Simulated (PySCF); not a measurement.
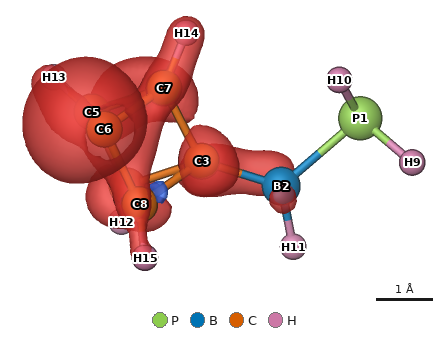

The picture shows: C6H7BP (doublet). Isosurfaces of the spin density (α minus β) at +0.015 (red) and −0.015 e/Å³ (blue), seen at a tilt.

Geometry: GFN2-xTB.

Theory: UKS B3LYP, pcH-1 on B C H P, non-relativistic, mean-field spin-orbit, GIAO in PySCF.

```xyz
15

P     2.4585    1.3000   -0.8890
B     1.4327   -0.2563   -0.6620
C     0.0384   -0.1819   -0.0658
C    -1.2540   -1.0155   -0.3998
C    -2.1190    0.1284    0.0983
C    -1.4795   -0.0016    1.4433
C    -0.8615    0.9353    0.4641
C    -0.6132   -1.1658    0.9187
H     3.6978    0.8308   -0.5006
H     2.1899    1.9521    0.2984
H     1.8370   -1.2757   -1.0791
H    -1.3823   -1.7237   -1.2018
H    -3.0612    0.5026   -0.2501
H    -0.7408    2.0021    0.4351
H    -0.1472   -2.0228    1.3683
```

Where is the unpaired spin?

The unpaired spin (1 electron) lies mostly on C6 (about 0.6), C5 (about 0.1) and C7 (about 0.1), in electrons by Hirshfeld's partition.
